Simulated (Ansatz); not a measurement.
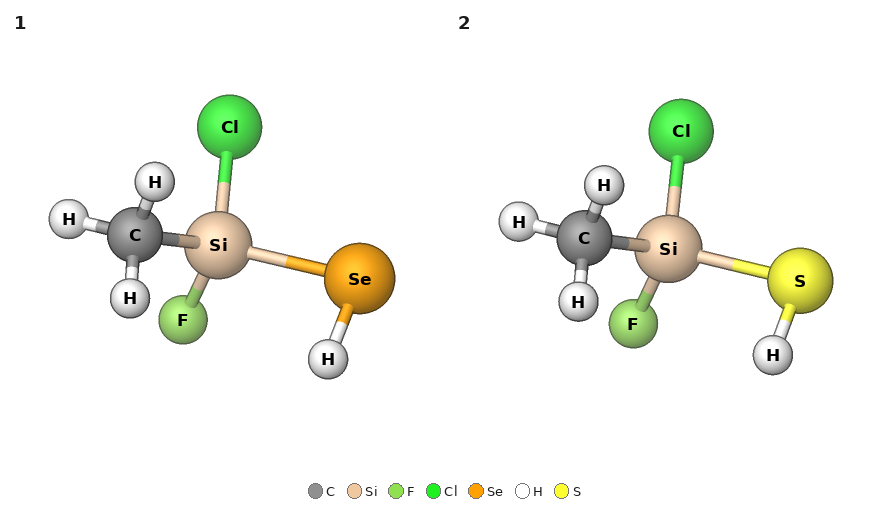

2 molecules with one skeleton, seen from the same side and at one scale. Charge 0, singlet. Computed geometries: PBE0-D4/def2-TZVP optimisations, one conformation each. Properties computed with Ansatz 0.2.0.

One atom differs, called X below: Se in panel 1, S in panel 2. Their formulas are CH4ClFSeSi (`C[Si@@](F)(Cl)[SeH]`), CH4ClFSSi (`C[Si@](F)(S)Cl`).

> In which is the HOMO–LUMO gap larger (ωB97M-V/def2-TZVPP)?

In panel 2 (X = S).

> In which is the length of X–H larger (PBE0-D4/def2-TZVP)?

In panel 1 (X = Se).

Give the values. With PBE0-D4/def2-TZVP: length of X–H (Å), length of X–Si (Å), angle Si–X–H (°), dipole moment (D), harmonic zero-point energy (kJ/mol). With ωB97M-V/def2-TZVPP: HOMO energy (Kohn–Sham orbital) (eV), HOMO–LUMO gap (eV).

```
                            quantity  1 (Se)   2 (S)   2 − 1
                   length of X–H (Å)   1.471   1.346  −0.125
                  length of X–Si (Å)   2.260   2.117  −0.143
                    angle Si–X–H (°)    91.6    93.0    +1.4
                   dipole moment (D)    2.31    2.47   +0.16
 harmonic zero-point energy (kJ/mol)   132.3   135.8    +3.5
HOMO energy (Kohn–Sham orbital) (eV)   −9.64  −10.18   −0.54
                  HOMO–LUMO gap (eV)   11.38   12.12   +0.74
```
